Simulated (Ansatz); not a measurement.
# A hypothetical structure for AlGa2

This structure for AlGa2 is made up. Its elements were placed in a known structure type with a cell scaled to their sizes. What cell does the guess relax to, and how far off was it?

Main program and level: Ansatz 0.2.0; DFT, PBE, plane-wave PAW, default files, scalar-relativistic, no spin, cell and ions relaxed at zero pressure.

### Step 1. Starting point

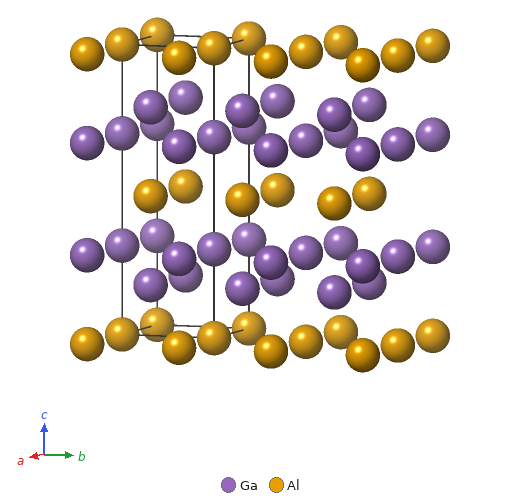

The starting structure, seen slightly off an axis (gallium purple, aluminium orange). 2×3×1 cells are drawn. This picture shows the conventional cell, with its axes. Some periodic images of atoms are drawn too.

As a file:

```cif
data_structure
_symmetry_space_group_name_H-M 'I4/mmm'
_symmetry_Int_Tables_number 139
_cell_length_a 3.1760
_cell_length_b 3.1760
_cell_length_c 9.4160
_cell_angle_alpha 90.000
_cell_angle_beta 90.000
_cell_angle_gamma 90.000
_cell_volume 94.98
loop_
_atom_site_label
_atom_site_type_symbol
_atom_site_symmetry_multiplicity
_atom_site_Wyckoff_symbol
_atom_site_fract_x
_atom_site_fract_y
_atom_site_fract_z
_atom_site_occupancy
Ga1 Ga 4 e 0.50000 0.50000 0.19340 1
Al1 Al 2 a 0.00000 0.00000 0.00000 1
```

### Step 2. Relaxing cell and atoms

The guessed cell has no reason to be at equilibrium. It is relaxed with the atoms, within the space group of the guess.

Input file input.yaml:

```yaml
crystal:
  lattice:
    - [-1.588, 1.588, 4.708]
    - [1.588, -1.588, 4.708]
    - [1.588, 1.588, -4.708]
  atoms:
    - { symbol: Ga, position: [0.6934, 0.6934, 0.0] }
    - { symbol: Ga, position: [0.3066, 0.3066, 0.0] }
    - { symbol: Al, position: [0.0, 0.0, 0.0] }
kpoints:
  mp_grid: { grid: [12, 12, 12] }
scf:
  occupations: { method: fermi_dirac, width: 0.05 }
hamiltonian:
  xc: pbe
  pseudopotentials: { kind: paw }
relax:
  f_tol: 0.015
  max_steps: 70
  cell: {}
output:
  forces: true
  stress: true
```

Run with:

```console
ansatz run input.yaml --threads 4 --pin off --max-ram 10240MiB --backend cpu --events-out ev --progress --plain --runs-dir out
```

Numbers of over 12 decimals in the logs are rounded to 6 here.

Log:

```text
basis.fft_grid_basis auto: the FFT boxes are laid along the combinations [[1, 0, 1], [0, 1, 1], [0, 0, 1]] of the cell's own vectors, 3.176, 3.176 and 5.216 Å long. The dense box has 24×24×36 points. Along the cell's own vectors, as sized, it would have 36×36×36, 2.25 times as many. Of the 16 symmetry operations that the crystal satisfies within crystal.symmetry.tolerance (time reversal apart; of a slab, those that k [...]
Engine: ansatz 0.2.0, x86_64-unknown-linux-gnu
Pseudopotentials: kind: paw
Pseudopotential: Ga, paw, valence charge 13, recommended cutoff 420 eV (normal), Ga.paw.azcp
Pseudopotential: Al, paw, valence charge 3, recommended cutoff 420 eV (normal), Al.paw.azcp
Functional definition: PBE
  parameter kappa = 0.804
  parameter beta = 0.066725
  exchange = pbe_x(kappa = kappa, mu = beta*pi^2/3)
  correlation = pbe_c(beta = beta)
Crystal: 3 atoms, lattice volume = 47.489 Å³
Basis set: ecut = 420 eV, 955 PW (Γ), FFT grids on a1+a3, a2+a3, a3, exchange–correlation on 48×48×72 points (8 copies of the dense FFT grid, shifted against one another)
Bands: 19, of which v1, the nominal top of the filled ones, is band 15 counted from 1 (14 counted from 0)
Symmetry: 16 space group operations
Space group: I4/mmm (ITA 139), of the structure as read, at distance tolerance 3.6e-5 Å
k-points: 163 of 1728
Non-local potential: Ga, projectors of the file, l = 0: 2, l = 1: 2, l = 2: 3, l = 3: 1
Non-local potential: Al, projectors of the file, l = 0: 2, l = 1: 2, l = 2: 1
PAW form: soft (Blöchl's): semilocal exchange-correlation on the pseudo side does not see the compensation charge
PAW one-centre angular grid: Ga, 590 points (default); XC on 64 Gauss nodes
PAW one-centre angular grid: Al, 110 points (default); XC on 64 Gauss nodes
Initial density: superposition of atomic densities (neutral atoms: chi_scale 0, normalization atom), corrected by the library's trained network
Initial wavefunctions: pseudopotential atomic-orbital guess
Functional: x = pbe(κ = 0.804, μ = 0.219515), c = pbe(β = 0.066725)
SCF iter   1: F=—  HF=-8102.591263 eV  |F-HF|=—  |Δ(HF+E_count)|=         —  Δρ=1.35e-3  dr2=7.46e-4  ethr=1.77e-3  ⟨swp⟩=5.7  Hψ=14907  notcnv=0
preconditioner: auto → Kerker (q_TF=auto, 2.513 Å⁻¹)  [metal: Δε(μ)=0.012 eV  Ē_g=15.784 eV  σ=0.050 eV  W_gap=0.06  n_scr=10 (ndim 8)  ℏωp=29.0 eV  f_vac=0.000  D(μ)=1.37/eV (n_scr^D=10)]
SCF iter   2: F=—  HF=-8102.591110 eV  |F-HF|=—  |Δ(HF+E_count)|=   1.53e-4  Δρ=8.50e-4  dr2=2.48e-4  ethr=2.57e-6  ⟨swp⟩=2.3  Hψ=6415  notcnv=0
SCF iter   3: F=—  HF=-8102.591177 eV  |F-HF|=—  |Δ(HF+E_count)|=   6.72e-5  Δρ=4.02e-4  dr2=7.60e-5  ethr=8.55e-7  ⟨swp⟩=2.0  Hψ=4682  notcnv=0
SCF iter   4: F=—  HF=-8102.591139 eV  |F-HF|=—  |Δ(HF+E_count)|=   3.84e-5  Δρ=8.78e-5  dr2=2.64e-6  ethr=2.62e-7  ⟨swp⟩=2.3  Hψ=5268  notcnv=0
SCF iter   5: F=—  HF=-8102.591139 eV  |F-HF|=—  |Δ(HF+E_count)|=   5.72e-8  Δρ=2.70e-5  dr2=3.10e-7  ethr=9.09e-9  ⟨swp⟩=2.0  Hψ=5375  notcnv=0
SCF iter   6: F=-8102.591139 eV  HF=-8102.591139 eV  |F-HF|=1.13e-8  |Δ(HF+E_count)|=   1.86e-7  Δρ=4.93e-6  dr2=1.19e-8  ethr=3.45e-10  ⟨swp⟩=4.0  Hψ=10816  notcnv=0
SCF 1 converged in 6 iterations: F = -8102.591139 eV  dr2 = 1.19e-8
  greatest PAW one-centre occupation: 0.994 electrons in one spin orbital (limit 2), on the Ga atom at site 1 (counted from 0), in its partial waves of l = 2
relax step   1: F+E_penalty+E_count = -8102.59113857 eV  Δ(F+E_penalty+E_count) = +0.000e0 eV  max|allowed force component| = 1.895e0 eV/Å  Δτ_max = 0.0000 Å  P = +15.476 GPa  Ω = 47.489 Å³  (6 SCF iters, dr2 threshold 1.00e-7 eV, accepted)
Crystal: 3 atoms, lattice volume = 53.436 Å³
Basis set: ecut = 420 eV, 1045 PW (Γ), FFT grids on a1+a3, a2+a3, a3, exchange–correlation on 48×48×72 points (8 copies of the dense FFT grid, shifted against one another)
Initial density: handed on by an earlier stage of this run
Initial wavefunctions: those handed on with the density
iter 1 solved again at ethr=6.06e-5 eV; its pass at ethr=3.10e-3 eV (dr2=1.76e-2 eV) is discarded
SCF iter   1: F=—  HF=-8103.102198 eV  |F-HF|=—  |Δ(HF+E_count)|=         —  Δρ=6.32e-3  dr2=1.75e-2  ethr=6.06e-5  ⟨swp⟩=1.5  Hψ=22141  notcnv=0
preconditioner: auto → Kerker (q_TF=auto, 2.464 Å⁻¹)  [metal: Δε(μ)=0.004 eV  Ē_g=15.270 eV  σ=0.050 eV  W_gap=0.02  n_scr=10 (ndim 8)  ℏωp=27.4 eV  f_vac=0.000  D(μ)=1.62/eV (n_scr^D=10)]
SCF iter   2: F=—  HF=-8103.098201 eV  |F-HF|=—  |Δ(HF+E_count)|=   4.00e-3  Δρ=3.36e-3  dr2=6.36e-3  ethr=6.02e-5  ⟨swp⟩=2.5  Hψ=5009  notcnv=0
SCF iter   3: F=—  HF=-8103.096596 eV  |F-HF|=—  |Δ(HF+E_count)|=   1.61e-3  Δρ=1.32e-3  dr2=1.05e-3  ethr=2.19e-5  ⟨swp⟩=2.0  Hψ=4936  notcnv=0
SCF iter   4: F=—  HF=-8103.095968 eV  |F-HF|=—  |Δ(HF+E_count)|=   6.28e-4  Δρ=5.94e-4  dr2=1.18e-4  ethr=3.61e-6  ⟨swp⟩=2.0  Hψ=5430  notcnv=0
SCF iter   5: F=—  HF=-8103.095932 eV  |F-HF|=—  |Δ(HF+E_count)|=   3.67e-5  Δρ=7.71e-5  dr2=6.07e-6  ethr=4.08e-7  ⟨swp⟩=2.8  Hψ=5575  notcnv=0
SCF iter   6: F=-8103.095930 eV  HF=-8103.095930 eV  |F-HF|=5.19e-8  |Δ(HF+E_count)|=   1.20e-6  Δρ=2.26e-5  dr2=2.33e-7  ethr=1.03e-9  ⟨swp⟩=4.0  Hψ=13611  notcnv=0
SCF 2 converged in 6 iterations: F = -8103.095930 eV  dr2 = 2.33e-7
relax step   2: F+E_penalty+E_count = -8103.09593026 eV  Δ(F+E_penalty+E_count) = -5.048e-1 eV  max|allowed force component| = 9.901e-1 eV/Å  Δτ_max = 0.0598 Å  P = +3.118 GPa  Ω = 53.436 Å³  energy of the carried Pulay correction = -2.278e-3 eV  (6 SCF iters, dr2 threshold 3.00e-7 eV, accepted)
Crystal: 3 atoms, lattice volume = 54.216 Å³
Basis set: ecut = 420 eV, 1043 PW (Γ), FFT grids on a1+a3, a2+a3, a3, exchange–correlation on 48×48×72 points (8 copies of the dense FFT grid, shifted against one another)
iter 1 solved again at ethr=5.79e-5 eV; its pass at ethr=3.10e-3 eV (dr2=1.68e-2 eV) is discarded
SCF iter   1: F=—  HF=-8103.270505 eV  |F-HF|=—  |Δ(HF+E_count)|=         —  Δρ=6.54e-3  dr2=1.65e-2  ethr=5.79e-5  ⟨swp⟩=1.9  Hψ=21554  notcnv=0
preconditioner: auto → Kerker (q_TF=auto, 2.458 Å⁻¹)  [metal: Δε(μ)=0.011 eV  Ē_g=15.041 eV  σ=0.050 eV  W_gap=0.05  n_scr=10 (ndim 8)  ℏωp=27.2 eV  f_vac=0.000  D(μ)=1.47/eV (n_scr^D=10)]
SCF iter   2: F=—  HF=-8103.268805 eV  |F-HF|=—  |Δ(HF+E_count)|=   1.70e-3  Δρ=3.59e-3  dr2=7.30e-3  ethr=5.70e-5  ⟨swp⟩=1.0  Hψ=3097  notcnv=0
SCF iter   3: F=—  HF=-8103.267872 eV  |F-HF|=—  |Δ(HF+E_count)|=   9.33e-4  Δρ=5.85e-4  dr2=1.54e-4  ethr=2.52e-5  ⟨swp⟩=3.0  Hψ=5878  notcnv=0
SCF iter   4: F=—  HF=-8103.267727 eV  |F-HF|=—  |Δ(HF+E_count)|=   1.45e-4  Δρ=5.07e-4  dr2=8.99e-5  ethr=5.32e-7  ⟨swp⟩=2.1  Hψ=5695  notcnv=0
SCF iter   5: F=—  HF=-8103.267665 eV  |F-HF|=—  |Δ(HF+E_count)|=   6.17e-5  Δρ=1.80e-4  dr2=2.07e-5  ethr=3.10e-7  ⟨swp⟩=2.4  Hψ=5510  notcnv=0
SCF iter   6: F=—  HF=-8103.267659 eV  |F-HF|=—  |Δ(HF+E_count)|=   6.67e-6  Δρ=3.62e-5  dr2=2.09e-6  ethr=7.13e-8  ⟨swp⟩=2.7  Hψ=5446  notcnv=0
SCF iter   7: F=-8103.267658 eV  HF=-8103.267658 eV  |F-HF|=1.30e-8  |Δ(HF+E_count)|=   6.25e-7  Δρ=7.54e-6  dr2=2.74e-8  ethr=1.03e-9  ⟨swp⟩=3.8  Hψ=14829  notcnv=0
SCF 3 converged in 7 iterations: F = -8103.267658 eV  dr2 = 2.74e-8
relax step   3: F+E_penalty+E_count = -8103.26765814 eV  Δ(F+E_penalty+E_count) = -1.717e-1 eV  max|allowed force component| = 4.662e-1 eV/Å  Δτ_max = 0.1038 Å  P = +0.863 GPa  Ω = 54.216 Å³  energy of the carried Pulay correction = -2.557e-3 eV  (7 SCF iters, dr2 threshold 3.00e-7 eV, accepted)
[... from here on, the SCF cycles and remarks between the steps are left out ...]
relax step   4: F+E_penalty+E_count = -8103.32360914 eV  Δ(F+E_penalty+E_count) = -5.595e-2 eV  max|allowed force component| = 5.389e-2 eV/Å  Δτ_max = 0.0930 Å  P = -0.330 GPa  Ω = 54.991 Å³  energy of the carried Pulay correction = -2.830e-3 eV  (7 SCF iters, dr2 threshold 3.00e-7 eV, accepted)
relax step   5: F+E_penalty+E_count = -8103.32996658 eV  Δ(F+E_penalty+E_count) = -6.357e-3 eV  max|allowed force component| = 4.821e-2 eV/Å  Δτ_max = 0.0221 Å  P = -0.151 GPa  Ω = 54.729 Å³  energy of the carried Pulay correction = -2.738e-3 eV  (6 SCF iters, dr2 threshold 3.00e-7 eV, accepted)
relax step   6: F+E_penalty+E_count = -8103.33073318 eV  Δ(F+E_penalty+E_count) = -7.666e-4 eV  max|allowed force component| = 2.822e-2 eV/Å  Δτ_max = 0.0047 Å  P = -0.064 GPa  Ω = 54.613 Å³  energy of the carried Pulay correction = -2.697e-3 eV  (4 SCF iters, dr2 threshold 3.00e-7 eV, accepted)
relax step   7: F+E_penalty+E_count = -8103.33103499 eV  Δ(F+E_penalty+E_count) = -3.018e-4 eV  max|allowed force component| = 1.820e-3 eV/Å  Δτ_max = 0.0059 Å  P = +0.007 GPa  Ω = 54.523 Å³  energy of the carried Pulay correction = -2.666e-3 eV  (5 SCF iters, dr2 threshold 4.98e-8 eV, accepted)
relax step   8: F+E_penalty+E_count = -8103.33137227 eV  Δ(F+E_penalty+E_count) = -3.373e-4 eV  max|allowed force component| = 1.469e-2 eV/Å  Δτ_max = 0.0037 Å  P = -0.044 GPa  Ω = 54.533 Å³  energy of the carried Pulay correction = -2.669e-3 eV  (6 SCF iters, dr2 threshold 1.75e-8 eV, accepted)
relax step   9: F+E_penalty+E_count = -8103.33228712 eV  Δ(F+E_penalty+E_count) = -9.148e-4 eV  max|allowed force component| = 2.279e-2 eV/Å  Δτ_max = 0.0022 Å  P = +0.028 GPa  Ω = 54.413 Å³  energy of the carried Pulay correction = -2.627e-3 eV  (5 SCF iters, dr2 threshold 1.25e-7 eV, accepted)
relax step  10: F+E_penalty+E_count = -8103.33230746 eV  Δ(F+E_penalty+E_count) = -2.034e-5 eV  max|allowed force component| = 2.889e-2 eV/Å  Δτ_max = 0.0019 Å  P = -0.011 GPa  Ω = 54.395 Å³  energy of the carried Pulay correction = -2.620e-3 eV  (5 SCF iters, dr2 threshold 9.76e-8 eV, accepted)
relax step  11: F+E_penalty+E_count = -8103.33277428 eV  Δ(F+E_penalty+E_count) = -4.668e-4 eV  max|allowed force component| = 1.564e-3 eV/Å  Δτ_max = 0.0062 Å  P = +0.036 GPa  Ω = 54.388 Å³  energy of the carried Pulay correction = -2.618e-3 eV  (5 SCF iters, dr2 threshold 1.50e-7 eV, accepted)
relax step  12: F+E_penalty+E_count = -8103.33278480 eV  Δ(F+E_penalty+E_count) = -1.052e-5 eV  max|allowed force component| = 3.744e-4 eV/Å  Δτ_max = 0.0002 Å  P = -0.006 GPa  Ω = 54.421 Å³  energy of the carried Pulay correction = -2.630e-3 eV  (4 SCF iters, dr2 threshold 1.23e-8 eV, accepted)
relax step  13: F+E_penalty+E_count = -8103.33960978 eV  Δ(F+E_penalty+E_count) = -6.825e-3 eV  max|allowed force component| = 7.553e-4 eV/Å  Δτ_max = 0.0000 Å  P = +0.202 GPa  Ω = 54.421 Å³  stress off target by 2.92e-1 GPa  SCF on the basis re-selected at this cell (its energy is not comparable with the rows above)  (8 SCF iters)
relax step  14: F+E_penalty+E_count = -8103.33979467 eV  Δ(F+E_penalty+E_count) = -1.849e-4 eV  max|allowed force component| = 2.050e-3 eV/Å  Δτ_max = 0.0002 Å  P = -0.001 GPa  Ω = 54.618 Å³  energy of the carried Pulay correction = -7.337e-5 eV  (4 SCF iters, dr2 threshold 2.13e-7 eV, accepted)
iter 1 solved again at ethr=1.72e-7 eV; its pass at ethr=3.10e-3 eV (dr2=4.99e-5 eV) is discarded
SCF iter   1: F=—  HF=-8103.339833 eV  |F-HF|=—  |Δ(HF+E_count)|=         —  Δρ=1.46e-4  dr2=2.96e-7  ethr=1.72e-7  ⟨swp⟩=2.4  Hψ=21979  notcnv=0
preconditioner: auto → Kerker (q_TF=auto, 2.455 Å⁻¹)  [metal: Δε(μ)=0.036 eV  Ē_g=14.955 eV  σ=0.050 eV  W_gap=0.18  n_scr=10 (ndim 8)  ℏωp=27.1 eV  f_vac=0.000  D(μ)=1.21/eV (n_scr^D=10)]
SCF iter   2: F=—  HF=-8103.339858 eV  |F-HF|=—  |Δ(HF+E_count)|=   2.46e-5  Δρ=7.43e-5  dr2=8.86e-8  ethr=1.02e-9  ⟨swp⟩=1.9  Hψ=4061  notcnv=0
SCF iter   3: F=—  HF=-8103.339869 eV  |F-HF|=—  |Δ(HF+E_count)|=   1.11e-5  Δρ=3.52e-6  dr2=4.34e-9  ethr=3.06e-10  ⟨swp⟩=2.0  Hψ=5450  notcnv=0
SCF iter   4: F=—  HF=-8103.339869 eV  |F-HF|=—  |Δ(HF+E_count)|=   8.53e-9  Δρ=2.25e-6  dr2=1.50e-9  ethr=1.50e-11  ⟨swp⟩=2.0  Hψ=4727  notcnv=0
SCF iter   5: F=—  HF=-8103.339869 eV  |F-HF|=—  |Δ(HF+E_count)|=   5.98e-9  Δρ=3.69e-7  dr2=5.04e-11  ethr=5.16e-12  ⟨swp⟩=2.5  Hψ=5507  notcnv=0
SCF iter   6: F=-8103.339869 eV  HF=-8103.339869 eV  |F-HF|=5.46e-12  |Δ(HF+E_count)|=  9.91e-11  Δρ=1.54e-7  dr2=5.35e-12  ethr=1.00e-12  ⟨swp⟩=5.1  Hψ=12386  notcnv=0
SCF 15 converged in 6 iterations: F = -8103.339869 eV  dr2 = 5.35e-12
relax step  15: F+E_penalty+E_count = -8103.33986913 eV  Δ(F+E_penalty+E_count) = -7.445e-5 eV  max|allowed force component| = 2.050e-3 eV/Å  Δτ_max = 0.0000 Å  P = -0.001 GPa  Ω = 54.618 Å³  stress off target by 6.03e-3 GPa  SCF on the basis re-selected at this cell (its energy is not comparable with the rows above)  (6 SCF iters)
basis re-selected at this cell: Δ(F+E_penalty+E_count) = -7.445e-5 eV, ΔP = -0.001 GPa vs the last step (what re-selecting the basis moved, of the pressure what is left beyond the Pulay correction that the steps carried, after the strain that the cell walked since its last selection, with what the two solves' SCF thresholds leave and, on support functions, any second-order correction that the steps lacked; it is no m [...]
SCF converged after 6 iterations
Free energy (F): -8103.339869 eV
Harris-Foulkes:  -8103.339869 eV  (|F-HF|=5.46e-12)
Internal energy: -8103.329732 eV  (E = F + TS)
E sigma→0 (E₀):  -8103.334801 eV
Entropy (-TS):   -0.010137 eV (-3.379 meV/atom)
Fermi energy:    9.135468 eV
--- Per-component energies (eV) ---
  E_band       = -71.048540
  E_kinetic    = 251.145503
  E_local      = -4003.153737  (includes V_loc(G=0)·N_el)
  E_nonlocal   = 854.973494
  E_hartree    = 1892.965962
  E_xc         = -178.231440
  E_vxc        = -144.926637  (∫ρ·V_xc dr)
  E_paw        = -4438.362505  (= ΣΔE_a)
  E_vpaw       = -815.018790  (= ΣTr[D̂ρ^β])
  E_aug_tail   = -0.000223  (compensation charges beyond the density's cutoff)
  E_ewald      = -2482.666787
  E_smearing   = -0.010137  (= −TS)
  E_closure    = -0.000000  (closes the sum)
  Σ components = -8103.339869   (vs F -8103.339869, Δ=0.00e0)
--- Forces (eV/Å), atoms counted from 1 ---
  atom   1  Ga    -0.00000000    -0.00000000    -0.00205010
  atom   2  Ga    -0.00000000    -0.00000000     0.00205010
  atom   3  Al     0.00000000     0.00000000    -0.00000000
  max |Σ_I F_I| component: 1.73e-17 eV/Å
--- Stress (GPa, compression-positive) ---
        0.000973      -0.000000      -0.000000
       -0.000000       0.000973       0.000000
       -0.000000      -0.000000      -0.006033
  P = ⅓ Tr σ = -0.0014 GPa (-0.014 kbar)
--- Relaxed structure (13 steps of the walk, 13 accepted, 2 SCFs on fresh bases) ---
  F+E_penalty+E_count = -8103.33986913 eV   max|allowed force component| = 2.050e-3 eV/Å   (the final SCF, on the basis selected at the relaxed cell)
  cell:  # Å, volume = 54.6179 Å³
    - [-1.753017, 1.753017, 4.443269]
    - [1.753017, -1.753017, 4.443269]
    - [1.753017, 1.753017, -4.443269]
  atoms:
    - { symbol: Ga, position: [0.665107, 0.665107, 0] }
    - { symbol: Ga, position: [0.334893, 0.334893, 0] }
    - { symbol: Al, position: [-4.605786629080308e-19, -4.605786629080307e-19, 0] }
```

The job ended after 20 s (4 threads of Intel Xeon Platinum 8488C (Sapphire Rapids), shared host; peak memory 0.55 GiB).

The steps of the relaxation:

| step | energy less that of the first step (eV) | largest force component (eV/Å) | pressure (GPa) | volume (Å³) |
| --- | --- | --- | --- | --- |
| 1 | 0.0000 | 1.8949 | 15.48 | 47.49 |
| 2 | -0.5048 | 0.9901 | 3.12 | 53.44 |
| 3 | -0.6765 | 0.4662 | 0.86 | 54.22 |
| 4 | -0.7325 | 0.0539 | -0.33 | 54.99 |
| 5 | -0.7388 | 0.0482 | -0.15 | 54.73 |
| 6 | -0.7396 | 0.0282 | -0.06 | 54.61 |
| 7 | -0.7399 | 0.0018 | 0.01 | 54.52 |
| 8 | -0.7402 | 0.0147 | -0.04 | 54.53 |
| 9 | -0.7411 | 0.0228 | 0.03 | 54.41 |
| 10 | -0.7412 | 0.0289 | -0.01 | 54.40 |
| 11 | -0.7416 | 0.0016 | 0.04 | 54.39 |
| 12 | -0.7416 | 0.0004 | -0.01 | 54.42 |
| 13* | -0.7485 | 0.0008 | 0.20 | 54.42 |
| 14 | -0.7487 | 0.0021 | 0.00 | 54.62 |
| 15* | -0.7487 | 0.0021 | 0.00 | 54.62 |

Relaxation steps marked * repeat the geometry before them on a plane-wave basis chosen anew for their cell, so energy and pressure can jump there.

Forces are held to the 16 operations that the run works with; a distortion that breaks them can't arise in this run.

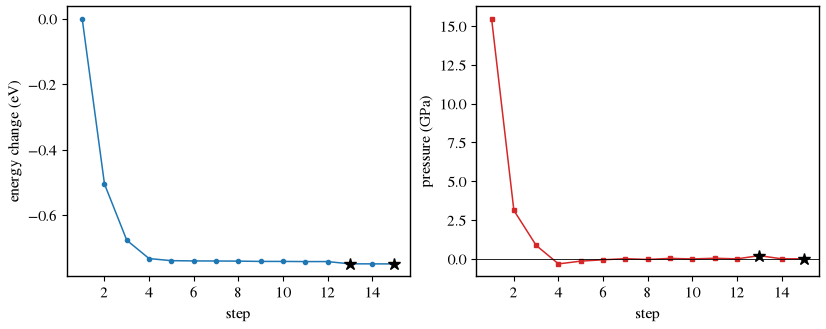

Energy and pressure along the relaxation. Stars mark steps on a basis chosen anew.

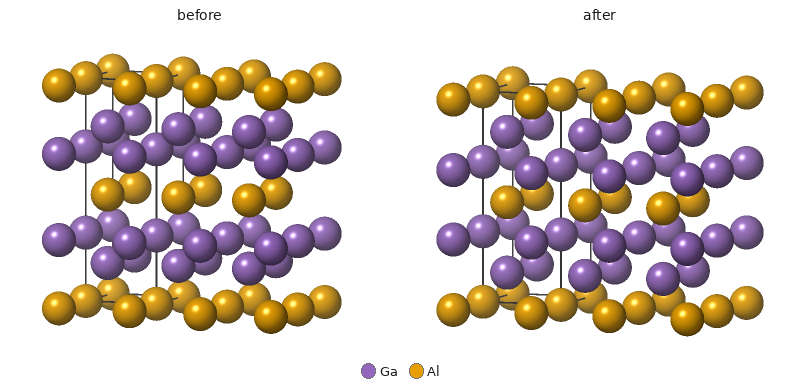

Before and after, at one scale.

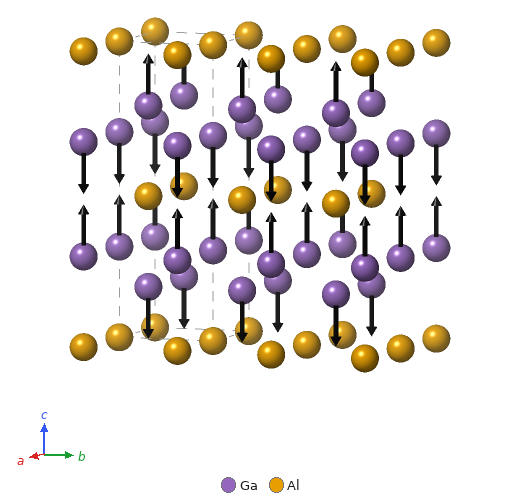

Displacements in the relaxation, exaggerated, measured against the changing cell; the longest in the cell stands for 0.25 Å. 2×3×1 conventional cells are drawn. Some periodic images of atoms are drawn too.

```
conventional cell, symmetrised  before  after   change
                         a (Å)   3.176  3.506  +10.4 %
                         b (Å)   3.176  3.506  +10.4 %
                         c (Å)   9.416  8.887   -5.6 %
              volume (Å³/atom)   15.83  18.21  +15.0 %
```

The atoms that moved most (Å, as changes of fractional coordinates times the final cell):

```csv
atom,dx,dy,dz,length
Ga1,0.000,0.000,-0.251,0.251
Ga2,0.000,0.000,0.251,0.251
```

Final coordinates:

```xyz
3
Lattice="-1.7530 1.7530 4.4433 1.7530 -1.7530 4.4433 1.7530 1.7530 -4.4433" Properties=species:S:1:pos:R:3 pbc="T T T"
Ga    0.0000    0.0000    5.9105
Ga    0.0000    0.0000    2.9760
Al    0.0000    0.0000    0.0000
```

Numbers from this step:

* free energy: -8103.3399 eV
* energy at zero smearing: -8103.3348 eV
* smearing term TS: 0.01014 eV
* Fermi energy: 9.135 eV
* electrons: 29
* symmetry operations: 16
* pressure: -0.001362 GPa

The shortest distance of each pair, which need not be the same contact before and after:

```csv
pair,guess (Å),relaxed (Å)
Al–Ga,2.887,2.881
Ga–Ga,2.486,2.902
Al–Al,3.176,3.506
```

The relaxation ends with a largest force component of 0.0021 eV/Å and a pressure of 0.00 GPa.

### Step 3. Outcome

```json
{"space group, relaxed": "I4/mmm", "conventional cell": "a = 3.506, b = 3.506, c = 8.887 Å; α = 90.0°, β = 90.0°, γ = 90.0°", "volume per atom": "18.21 Å³ (guess 15.83)"}
```

In words: AlGa2 relaxes to I4/mmm with a = 3.506, b = 3.506 and c = 8.887 Å. The guessed volume was 13 % too small. The space group I4/mmm was held in the relaxation, so the end point is a stationary structure within it and may be a saddle against distortions or other arrangements. Mesh and cutoff weren't tested. No dispersion term is used, so weakly bound directions may come out too long. Nothing here tests whether the compound is stable against decomposition.

[Logs are printed without paths, hosts, clocks, repeated set-up lines and the standing remarks that a program may print on its own settings, such as how far it seeks lower states.]

[Hosts, paths, dates, database ids (printed as entryN), source tags and the programs' standing remarks are cut or masked in the printed files.]
